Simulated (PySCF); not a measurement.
Ge4H4Se6 ((HGe)4Se6 adamantane)

Input

```
{"job": {"kind": "uv", "xc": "B3LYP", "basis": "def2-SVPD", "ip": false, "nstates": 15}, "charge": 0, "multiplicity": 1}
Ge    -0.489665    -0.133463     2.158460
H     -0.829763    -0.234361     3.654303
Se     1.587567     0.982388     2.081288
Ge     1.926363     1.053100    -0.247884
H      3.263016     1.790283    -0.422290
Se     2.273027    -1.065897    -1.221176
Ge     0.157369    -2.038164    -0.848689
H      0.261801    -3.452262    -1.441700
Se    -0.358498    -2.370567     1.427666
Se    -1.595270    -1.017479    -2.046256
Ge    -1.596726     1.115127    -1.049531
H     -2.708301     1.892111    -1.773018
Se    -2.274689     1.075089     1.205407
Se     0.364327     2.360295    -1.433370
```

Run with:

```sh
OMP_NUM_THREADS=2 python probes_run.py task.json out
```

Geometry: PBE0-D3(BJ)/def2-SVP.

The calculation used B3LYP/def2-SVPD, SCF density, gas phase (PySCF).

What will maps of the electron density and electron localisation function show?

Ge–Se (2.36 Å): the density is about 0.63 e/Å³ at the midpoint; the ELF peaks at about 0.80 in the valence shell of Se, 1.1 Å from its nucleus, and is about 0.75 at the midpoint.
Ge–H (1.54 Å): ρ is about 1.1 e/Å³ halfway; the ELF climbs to about 1 towards the hydrogen.

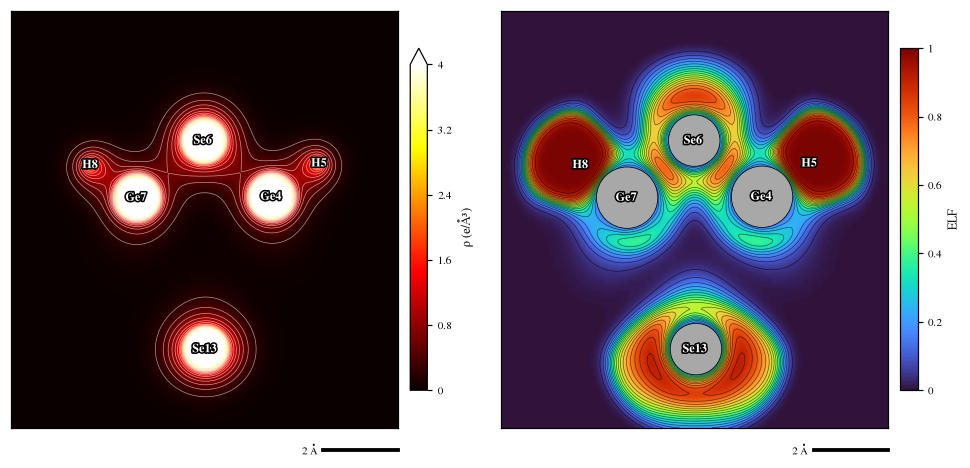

Computed electron density and electron localisation function on the plane of atoms H5, Ge4 and Se6, in this order. Grey discs cover the atomic cores in the ELF map. 
